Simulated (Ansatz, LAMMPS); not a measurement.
# Relaxing aqueous H3O+ and HSO4-, 2.1 mol of acid per kg of water, from a frame at 280 K (182 atoms), part 2 of 3

How does aqueous H3O+ and HSO4-, 2.1 mol of acid per kg of water, from a frame at 280 K (182 atoms) relax, and what do bonds, charges and levels look like afterwards?

Ansatz 0.2.0; Kohn-Sham DFT, PBE+D4, PAW (set soft_2), plane waves.

The cell: 64 O, 2 S and 116 H. The network of contacts between molecules at the start is that of the classical potential that made the cell. The density was typed from a rule of thumb and may lie off the real one at this temperature. Only the Γ point is sampled, in a cell whose shortest periodic width is 12 Å.

So far. Step 3 (Single point at the start): Neighbours are counted within 1.21 Å (H-O), 2.02 Å (O-S).

## 4. Relaxation

With the cell held, the atoms are moved downhill towards a nearby minimum.

File input.yaml:

```yaml
crystal:
  lattice:
    - [12.15575, 0.0, 0.0]
    - [0.0, 12.15575, 0.0]
    - [0.0, 0.0, 12.15575]
  atoms:
    [... the 182 atom lines of step 3 ...]
kpoints:
  mp_grid: { grid: [1, 1, 1] }
hamiltonian:
  xc: pbe
  dispersion: d4
scf:
  occupations: { method: fixed }
output:
  forces: true
relax:
  f_tol: 0.05
  max_steps: 200
```

Run with:

```
> ansatz run input.yaml --threads 4 --pin off --max-ram 8192MiB --backend cpu --events-out ev --progress --plain --runs-dir out
```

Numbers of over 12 decimals in the logs are rounded to 6 here.

Log:

```text
[...]
Crystal: 182 atoms, lattice volume = 1796.161 Å³
Basis set: ecut = 420 eV, 35033 PW (Γ), exchange–correlation on 180×180×180 points (8 copies of the dense FFT grid, shifted against one another)
Bands: 438, of which v1, the nominal top of the filled ones, is band 256 counted from 1 (255 counted from 0)
Symmetry: 1 space group operations
[...]
k-points: 1
[...]
SCF iter   1: F=—  HF=-39984.630684 eV  |F-HF|=—  |Δ(HF+E_count)|=         —  Δρ=3.19e-3  dr2=2.20e-1  ethr=1.77e-3  ⟨swp⟩=5.0  Hψ=1646  notcnv=0  defer=180
[...]
SCF iter   3: F=—  HF=-39984.488738 eV  |F-HF|=—  |Δ(HF+E_count)|=   2.44e-2  Δρ=7.20e-4  dr2=1.23e-2  ethr=9.41e-6  ⟨swp⟩=3.0  Hψ=523  notcnv=0  defer=76
automatic band count: iteration 3 solves 334 bands in place of 438: the levels show a gap, and the empty bands left out lie too high to hold charge; the band table lists the bands solved (type scf.n_extra_bands for more)
SCF iter   4: F=—  HF=-39984.485348 eV  |F-HF|=—  |Δ(HF+E_count)|=   3.39e-3  Δρ=2.57e-4  dr2=1.23e-3  ethr=2.41e-6  ⟨swp⟩=3.0  Hψ=515  notcnv=0  defer=76
[...]
SCF iter   6: F=-39984.485175 eV  HF=-39984.485187 eV  |F-HF|=1.23e-5  |Δ(HF+E_count)|=   4.12e-5  Δρ=4.25e-5  dr2=2.78e-5  ethr=1.22e-8  ⟨swp⟩=3.0  Hψ=1292  notcnv=0
SCF 1 converged in 6 iterations: F = -39984.485175 eV  dr2 = 2.78e-5
[...]
relax step   1: F+E_penalty+E_count = -39984.48517490 eV  Δ(F+E_penalty+E_count) = +0.000e0 eV  max|allowed force component| = 4.207e0 eV/Å  Δτ_max = 0.0000 Å  (6 SCF iters, dr2 threshold 6.25e-5 eV, accepted)
[... from here on, the SCF cycles and remarks between the steps are left out ...]
relax step   2: F+E_penalty+E_count = -39989.76658719 eV  Δ(F+E_penalty+E_count) = -5.281e0 eV  max|allowed force component| = 2.503e0 eV/Å  Δτ_max = 0.1949 Å  (7 SCF iters, dr2 threshold 1.00e-4 eV, accepted)
relax step   3: F+E_penalty+E_count = -39991.88005301 eV  Δ(F+E_penalty+E_count) = -2.113e0 eV  max|allowed force component| = 1.683e0 eV/Å  Δτ_max = 0.1940 Å  (7 SCF iters, dr2 threshold 1.00e-4 eV, accepted)
relax step   4: F+E_penalty+E_count = -39993.11871699 eV  Δ(F+E_penalty+E_count) = -1.239e0 eV  max|allowed force component| = 1.028e0 eV/Å  Δτ_max = 0.1935 Å  (7 SCF iters, dr2 threshold 1.00e-4 eV, accepted)
relax step   5: F+E_penalty+E_count = -39993.77834220 eV  Δ(F+E_penalty+E_count) = -6.596e-1 eV  max|allowed force component| = 8.098e-1 eV/Å  Δτ_max = 0.1940 Å  (7 SCF iters, dr2 threshold 1.00e-4 eV, accepted)
relax step   6: F+E_penalty+E_count = -39994.10586242 eV  Δ(F+E_penalty+E_count) = -3.275e-1 eV  max|allowed force component| = 1.914e0 eV/Å  Δτ_max = 0.1916 Å  (6 SCF iters, dr2 threshold 1.00e-4 eV, accepted)
relax step   7: F+E_penalty+E_count = -39994.42128193 eV  Δ(F+E_penalty+E_count) = -3.154e-1 eV  max|allowed force component| = 1.259e0 eV/Å  Δτ_max = 0.1939 Å  (6 SCF iters, dr2 threshold 1.00e-4 eV, accepted)
relax step   8: F+E_penalty+E_count = -39994.68320695 eV  Δ(F+E_penalty+E_count) = -2.619e-1 eV  max|allowed force component| = 1.074e0 eV/Å  Δτ_max = 0.1952 Å  (7 SCF iters, dr2 threshold 1.00e-4 eV, accepted)
relax step   9: F+E_penalty+E_count = -39994.94134637 eV  Δ(F+E_penalty+E_count) = -2.581e-1 eV  max|allowed force component| = 6.886e-1 eV/Å  Δτ_max = 0.1954 Å  (6 SCF iters, dr2 threshold 1.00e-4 eV, accepted)
relax step  10: F+E_penalty+E_count = -39995.14484300 eV  Δ(F+E_penalty+E_count) = -2.035e-1 eV  max|allowed force component| = 2.804e-1 eV/Å  Δτ_max = 0.1963 Å  (6 SCF iters, dr2 threshold 1.00e-4 eV, accepted)
relax step  11: F+E_penalty+E_count = -39995.32875958 eV  Δ(F+E_penalty+E_count) = -1.839e-1 eV  max|allowed force component| = 2.932e-1 eV/Å  Δτ_max = 0.1979 Å  (7 SCF iters, dr2 threshold 1.30e-5 eV, accepted)
relax step  12: F+E_penalty+E_count = -39995.45077775 eV  Δ(F+E_penalty+E_count) = -1.220e-1 eV  max|allowed force component| = 2.816e-1 eV/Å  Δτ_max = 0.1968 Å  (7 SCF iters, dr2 threshold 1.43e-5 eV, accepted)
relax step  13: F+E_penalty+E_count = -39995.53093445 eV  Δ(F+E_penalty+E_count) = -8.016e-2 eV  max|allowed force component| = 3.160e-1 eV/Å  Δτ_max = 0.1961 Å  (6 SCF iters, dr2 threshold 7.32e-5 eV, accepted)
relax step  14: F+E_penalty+E_count = -39995.59045597 eV  Δ(F+E_penalty+E_count) = -5.952e-2 eV  max|allowed force component| = 1.415e-1 eV/Å  Δτ_max = 0.1950 Å  (6 SCF iters, dr2 threshold 9.22e-5 eV, accepted)
relax step  15: F+E_penalty+E_count = -39995.64079061 eV  Δ(F+E_penalty+E_count) = -5.033e-2 eV  max|allowed force component| = 2.489e-1 eV/Å  Δτ_max = 0.1910 Å  (7 SCF iters, dr2 threshold 4.02e-6 eV, accepted)
relax step  16: F+E_penalty+E_count = -39995.68985718 eV  Δ(F+E_penalty+E_count) = -4.907e-2 eV  max|allowed force component| = 2.946e-1 eV/Å  Δτ_max = 0.1922 Å  (6 SCF iters, dr2 threshold 1.24e-5 eV, accepted)
relax step  17: F+E_penalty+E_count = -39995.73026252 eV  Δ(F+E_penalty+E_count) = -4.041e-2 eV  max|allowed force component| = 6.191e-1 eV/Å  Δτ_max = 0.1948 Å  (5 SCF iters, dr2 threshold 8.68e-5 eV, accepted)
relax step  18: F+E_penalty+E_count = -39995.80657145 eV  Δ(F+E_penalty+E_count) = -7.631e-2 eV  max|allowed force component| = 3.536e-1 eV/Å  Δτ_max = 0.2000 Å  (5 SCF iters, dr2 threshold 1.00e-4 eV, accepted)
relax step  19: F+E_penalty+E_count = -39995.85015799 eV  Δ(F+E_penalty+E_count) = -4.359e-2 eV  max|allowed force component| = 6.422e-1 eV/Å  Δτ_max = 0.1924 Å  (6 SCF iters, dr2 threshold 4.08e-5 eV, accepted)
relax step  20: F+E_penalty+E_count = -39995.88042620 eV  Δ(F+E_penalty+E_count) = -3.027e-2 eV  max|allowed force component| = 4.836e-1 eV/Å  Δτ_max = 0.1620 Å  (6 SCF iters, dr2 threshold 1.00e-4 eV, accepted)
relax step  21: F+E_penalty+E_count = -39995.91446791 eV  Δ(F+E_penalty+E_count) = -3.404e-2 eV  max|allowed force component| = 6.514e-1 eV/Å  Δτ_max = 0.1932 Å  (6 SCF iters, dr2 threshold 1.00e-4 eV, accepted)
relax step  22: F+E_penalty+E_count = -39996.00129717 eV  Δ(F+E_penalty+E_count) = -8.683e-2 eV  max|allowed force component| = 4.391e-1 eV/Å  Δτ_max = 0.1923 Å  (6 SCF iters, dr2 threshold 1.00e-4 eV, accepted)
relax step  23: F+E_penalty+E_count = -39996.09636422 eV  Δ(F+E_penalty+E_count) = -9.507e-2 eV  max|allowed force component| = 2.805e-1 eV/Å  Δτ_max = 0.1902 Å  (6 SCF iters, dr2 threshold 8.76e-5 eV, accepted)
relax step  24: F+E_penalty+E_count = -39996.19048832 eV  Δ(F+E_penalty+E_count) = -9.412e-2 eV  max|allowed force component| = 4.804e-1 eV/Å  Δτ_max = 0.1958 Å  (7 SCF iters, dr2 threshold 3.21e-5 eV, accepted)
[...]
relax step  29: F+E_penalty+E_count = -39996.44118756 eV  Δ(F+E_penalty+E_count) = -2.332e-2 eV  max|allowed force component| = 3.930e-1 eV/Å  Δτ_max = 0.1841 Å  (9 SCF iters, accepted)
relax step  30: F+E_penalty+E_count = -39996.45392183 eV  Δ(F+E_penalty+E_count) = -1.273e-2 eV  max|allowed force component| = 3.836e-1 eV/Å  Δτ_max = 0.1265 Å  (7 SCF iters, dr2 threshold 9.65e-6 eV, accepted)
relax step  31: F+E_penalty+E_count = -39996.46325449 eV  Δ(F+E_penalty+E_count) = -9.333e-3 eV  max|allowed force component| = 2.397e-1 eV/Å  Δτ_max = 0.1207 Å  (5 SCF iters, dr2 threshold 1.00e-4 eV, accepted)
relax step  32: F+E_penalty+E_count = -39996.47015827 eV  Δ(F+E_penalty+E_count) = -6.904e-3 eV  max|allowed force component| = 1.029e-1 eV/Å  Δτ_max = 0.0506 Å  (6 SCF iters, dr2 threshold 2.24e-5 eV, accepted)
relax step  33: F+E_penalty+E_count = -39996.47537726 eV  Δ(F+E_penalty+E_count) = -5.219e-3 eV  max|allowed force component| = 9.623e-2 eV/Å  Δτ_max = 0.1228 Å  (8 SCF iters, accepted)
relax step  34: F+E_penalty+E_count = -39996.47933436 eV  Δ(F+E_penalty+E_count) = -3.957e-3 eV  max|allowed force component| = 2.301e-1 eV/Å  Δτ_max = 0.1443 Å  (9 SCF iters, accepted)
relax step  35: F+E_penalty+E_count = -39996.48458032 eV  Δ(F+E_penalty+E_count) = -5.246e-3 eV  max|allowed force component| = 2.123e-1 eV/Å  Δτ_max = 0.1120 Å  (5 SCF iters, dr2 threshold 4.64e-5 eV, accepted)
relax step  36: F+E_penalty+E_count = -39996.49296379 eV  Δ(F+E_penalty+E_count) = -8.383e-3 eV  max|allowed force component| = 1.607e-1 eV/Å  Δτ_max = 0.0980 Å  (5 SCF iters, dr2 threshold 3.84e-5 eV, accepted)
relax step  37: F+E_penalty+E_count = -39996.49892139 eV  Δ(F+E_penalty+E_count) = -5.958e-3 eV  max|allowed force component| = 1.112e-1 eV/Å  Δτ_max = 0.0908 Å  (6 SCF iters, dr2 threshold 1.48e-5 eV, accepted)
relax step  38: F+E_penalty+E_count = -39996.50204110 eV  Δ(F+E_penalty+E_count) = -3.120e-3 eV  max|allowed force component| = 1.802e-1 eV/Å  Δτ_max = 0.0471 Å  (6 SCF iters, dr2 threshold 5.93e-6 eV, accepted)
relax step  39: F+E_penalty+E_count = -39996.50555916 eV  Δ(F+E_penalty+E_count) = -3.518e-3 eV  max|allowed force component| = 4.104e-2 eV/Å  Δτ_max = 0.0464 Å  (5 SCF iters, dr2 threshold 1.56e-5 eV, accepted)
relax step  40: F+E_penalty+E_count = -39996.50556192 eV  Δ(F+E_penalty+E_count) = -2.758e-6 eV  max|allowed force component| = 4.056e-2 eV/Å  Δτ_max = 0.0000 Å  (4 SCF iters, accepted)
SCF converged after 4 iterations
Free energy (F): -39996.505562 eV
[...]
Internal energy: -39996.505562 eV  (E = F + TS)
E sigma→0 (E₀):  -39996.505562 eV
Fermi energy:    -2.278997 eV
[...]
--- Forces (eV/Å), atoms counted from 1 ---
  atom   1  O      0.00540096    -0.01551764     0.01083982
  atom   2  S      0.00329483    -0.00874633    -0.03932903
  atom   3  O     -0.01104312     0.01829905     0.01407173
  atom   4  O      0.01383660    -0.00238347     0.00740447
  atom   5  O     -0.00444769    -0.00437783     0.01679722
  atom   6  H     -0.00531512    -0.00081854    -0.00979231
  atom   7  O     -0.01411081     0.00481764     0.00496882
  atom   8  S      0.00933628    -0.02242231     0.01467727
  atom   9  O      0.00589766     0.00198314     0.00198879
  atom  10  O      0.00560207     0.00650808     0.00191521
  atom  11  O     -0.00944129     0.01037657    -0.01592558
  atom  12  H      0.00605293     0.00176577    -0.00886710
  atom  13  O      0.02000046     0.01100540    -0.02275682
  atom  14  H     -0.02097108    -0.00502982     0.01317257
[...]
atom 181  H     -0.00005282     0.00118918     0.00229371
  atom 182  H      0.00190135     0.00156793    -0.00080209
  max |Σ_I F_I| component: 6.14e-5 eV/Å
--- Relaxed structure (40 steps of the walk, 40 accepted, 0 SCFs on fresh bases) ---
  F+E_penalty+E_count = -39996.50556192 eV   max|allowed force component| = 4.056e-2 eV/Å
  atoms:
    - { symbol: O, position: [0.724062, 0.308691, 0.460548] }
    - { symbol: S, position: [0.773660, 0.375750, 0.556902] }
    - { symbol: O, position: [0.700141, 0.471162, 0.573333] }
    - { symbol: O, position: [0.885360, 0.414339, 0.522450] }
[...]
- { symbol: H, position: [0.034267, 0.717225, 0.191636] }
```

Wall time 7.1 min (4 threads of Intel Xeon Platinum 8488C (Sapphire Rapids), shared host); peak memory 2.3 GiB.

The steps of the relaxation (22 of 40):

```tsv
step	energy less that of the first step (eV)	largest force component (eV/Å)
1	0.0000	4.2066
3	-7.3949	1.6828
5	-9.2932	0.8098
7	-9.9361	1.2589
8	-10.1980	1.0739
10	-10.6597	0.2804
12	-10.9656	0.2816
14	-11.1053	0.1415
16	-11.2047	0.2946
18	-11.3214	0.3536
20	-11.3953	0.4836
21	-11.4293	0.6514
23	-11.6112	0.2805
25	-11.7887	0.2390
27	-11.8610	0.8696
29	-11.9560	0.3930
31	-11.9781	0.2397
33	-11.9902	0.0962
34	-11.9942	0.2301
36	-12.0078	0.1607
38	-12.0169	0.1802
40	-12.0204	0.0406
```

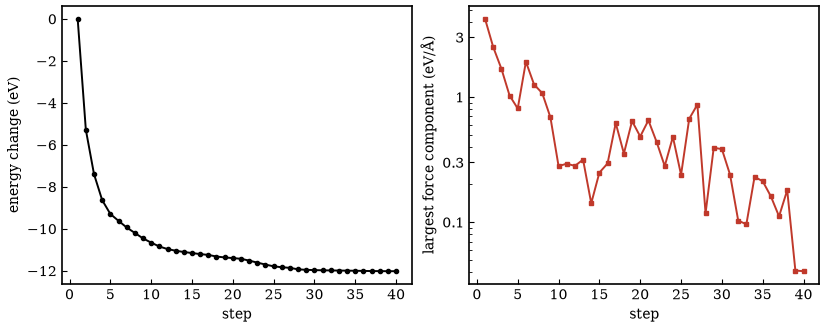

Energy and largest force along the relaxation.

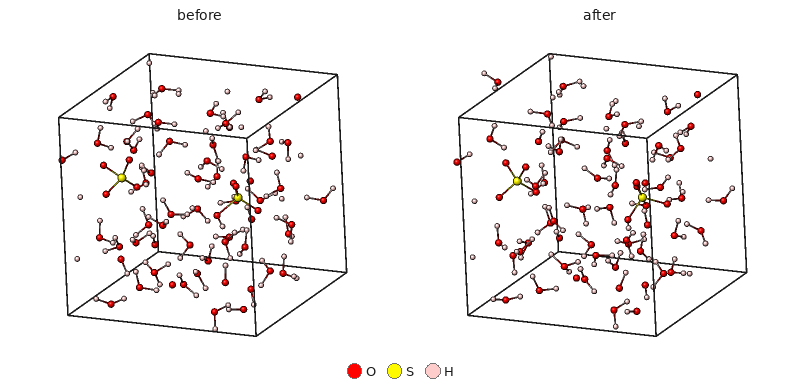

Before and after, at one scale. Bonds to atoms that aren't drawn are left out.

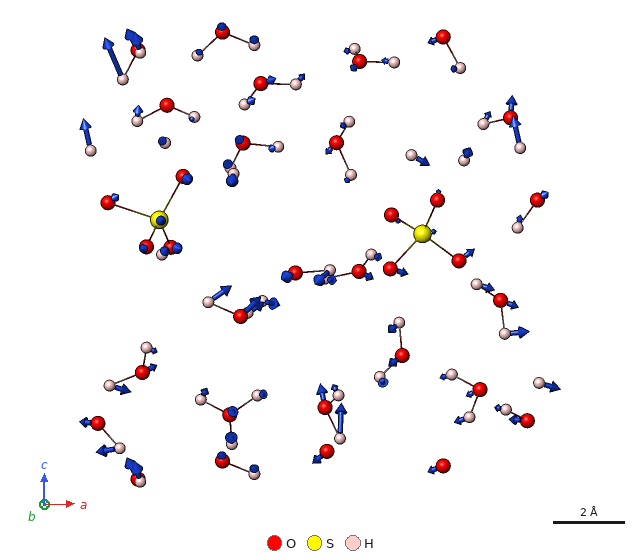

Displacements in the relaxation, scaled; the longest in the cell stands for 2.77 Å. Drawn is a slice 4 Å thick, seen along the normal of the ac plane. Bonds to atoms that aren't drawn are left out.

The atoms that moved most (Å):

```tsv
atom	dx	dy	dz	length
H26	-1.044	-1.027	2.356	2.775
H37	0.126	0.819	1.762	1.947
H104	-0.872	-1.515	-0.584	1.843
H97	-0.372	-0.110	1.642	1.687
O162	-0.253	-1.610	-0.320	1.661
H163	-0.217	-1.569	-0.395	1.633
O132	1.410	0.501	-0.102	1.500
O93	0.998	0.704	0.861	1.494
```

The relaxation changed the energy by -66.0 meV/atom, and atoms moved by 0.79 Å r.m.s., 2.8 Å at most.

## 5. Structure statistics after relaxation

Bonds before and after, by the cutoffs listed below:

```tsv
pair	bonds before	bonds after	mean before (Å)	mean after (Å)	spread before (Å)	spread after (Å)
H-O	116	116	0.999	0.997	0.005	0.017
O-S	8	8	1.474	1.501	0.070	0.037
```

Density 1.11 g/cm³, 9.869 Å³ an atom.

Pair distribution functions g(r), in bins of 0.2 Å:

```tsv
r (Å)	total	H-H	H-O	H-S	O-O	O-S	S-S
0.90	3.95	0.00	8.80	0.00	0.00	0.00	0.00
1.10	1.18	0.00	2.63	0.00	0.00	0.00	0.00
1.30	0.00	0.00	0.00	0.00	0.00	0.00	0.00
1.50	1.04	1.70	0.43	0.00	0.00	20.05	0.00
1.70	1.32	0.82	2.21	0.00	0.00	0.00	0.00
1.90	0.51	0.25	0.91	0.00	0.00	0.00	0.00
2.10	0.58	1.37	0.02	0.65	0.00	0.00	0.00
2.30	0.77	1.83	0.04	0.62	0.00	0.00	0.00
2.50	0.54	0.91	0.03	0.46	1.24	0.00	0.00
2.70	0.71	0.45	0.08	0.86	3.86	0.00	0.00
2.90	0.62	0.45	0.70	1.48	0.86	0.00	0.00
3.10	1.13	0.52	1.96	1.92	0.15	0.00	0.00
3.30	1.10	0.88	1.50	0.30	0.54	0.00	0.00
3.50	1.19	1.31	1.23	0.24	0.65	2.29	0.00
3.70	1.10	1.30	1.03	0.66	0.74	1.20	0.00
3.90	1.14	1.23	1.06	0.61	1.12	1.48	0.00
4.10	1.10	1.11	0.99	1.67	1.35	1.66	0.00
4.30	1.06	0.99	0.98	0.98	1.57	1.24	0.00
4.50	1.08	1.12	0.95	1.65	1.40	0.28	17.45
4.70	1.08	1.10	1.04	1.12	1.17	1.02	0.00
4.90	1.00	0.99	1.06	0.64	0.81	1.18	0.00
5.10	1.04	0.97	1.13	1.30	0.86	1.07	0.00
5.30	0.88	0.83	0.95	0.88	0.77	1.20	0.00
5.50	0.92	0.96	0.94	1.13	0.68	1.29	0.00
5.70	0.95	0.92	0.96	0.66	1.04	0.69	0.00
5.90	0.95	0.99	0.91	1.15	0.87	1.60	0.00
```

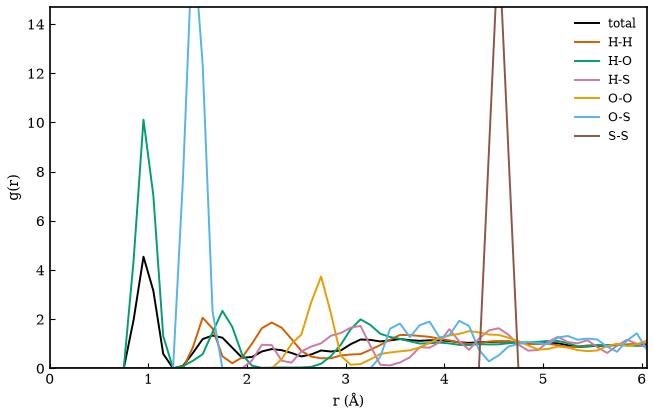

Pair distribution functions, lightly smoothed, with peaks cut at 14.

Bonds by pair of elements; cutoffs follow the first minimum of g(r), held within bounds set by covalent radii, and pairs that aren't listed don't count as bonded:

```tsv
pair A-B	cutoff (Å)	bonds	mean length (Å)	spread (Å)	shortest (Å)	B about A	A about B
H-O	1.21	116	0.997	0.017	0.974	1	1.81
O-S	1.98	8	1.50	0.037	1.47	0.125	4
```

How many atoms have how many bonded neighbours:

```tsv
element	mean	1	2	3	4
H	1	116	0	0	0
O	1.94	6	56	2	0
S	4	0	0	0	2
```

Bond angles, per cent of each kind in bins of 5°:

```tsv
angle (°)	H-O-H	O-S-O
95–100	1.7	0.0
100–105	36.7	8.3
105–110	53.3	50.0
110–115	6.7	41.7
115–120	1.7	0.0
```

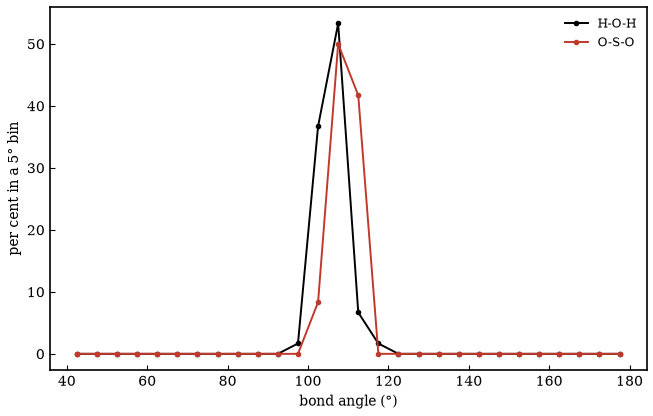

Distributions of the most common bond angles.

Bond angles (no mean is given where the spread exceeds 20°):

```tsv
angle	count	mean (°)	spread (°)
H-O-H	60	106	3.2
O-S-O	12	109	2.9
H-O-S	2	112	1.7
```

Hydrogen bonds between water molecules (O–O under 3.5 Å, H–O···O angle under 30°):

```tsv
hydrogen bonds to other water	molecules
0	0
1	1
2	3
3	17
4	31
5	2
```

Bond length by coordination (bonds to H left out):

```tsv
element	coordination	atoms	mean bond length (Å)
O	1	6	1.48
O	2	2	1.56
```

With the cutoffs above, all H atoms have 1, 88 % of O atoms have 2 and all S atoms have 4 bonded neighbours. The H-O-H angle averages 106° with a spread of 3°. The 54 water molecules hold 3.56 hydrogen bonds each to other water on average, with a mean O–O distance of 2.75 Å.

[end of part 2 of 3]

[Logs are printed without paths, hosts, clocks, repeated set-up lines and the standing remarks that a program may print on its own settings, such as how far it seeks lower states.]

[Hosts, paths, dates, database ids (printed as entryN), source tags and the programs' standing remarks are cut or masked in the printed files.]
